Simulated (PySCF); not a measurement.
B2H5N

| atom | x (Å) | y (Å) | z (Å) |
| --- | --- | --- | --- |
| B | 0.5735 | -0.2066 | 0.7529 |
| N | 0.3686 | -0.3040 | -0.6078 |
| B | -0.6565 | -0.9577 | -1.3223 |
| H | 1.6031 | 0.3050 | 1.0450 |
| H | -0.0536 | -0.6328 | 1.5823 |
| H | 1.1009 | 0.1803 | -1.0860 |
| H | -0.5439 | -1.1568 | -2.4435 |
| H | -1.5591 | -1.3208 | -0.6076 |

Geometry: GFN2-xTB, MD frame at 250 fs, 300 K.

These are results of PBE0/pcSseg-1, SCF density, gas phase, non-relativistic (PySCF 2.14.0), not measurements.

**What can the converged electron density and electron localisation function tell about the bonding?**

B–N (1.38 Å): ρ at the midpoint is about 2 e/Å³; the ELF peaks at about 0.95 between the atoms: a polar covalent bond.
N–H (1.00 Å): ρ is about 2.9 e/Å³ halfway; the ELF climbs to about 1 towards the hydrogen, as it does in any bond to H: an ordinary covalent bond to hydrogen.
B–H (1.12 Å): ρ is about 1.4 e/Å³ halfway; the ELF climbs to about 1 towards the hydrogen; an ordinary covalent bond to hydrogen.

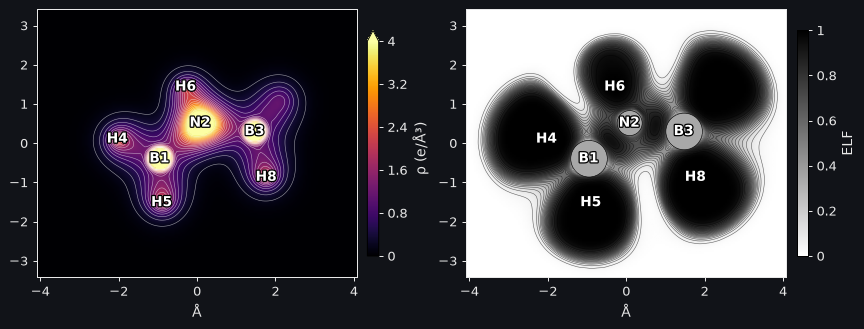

Computed electron density and electron localisation function on the plane of atoms N2, B1 and H4, in this order. Grey discs cover the atomic cores in the ELF map. 
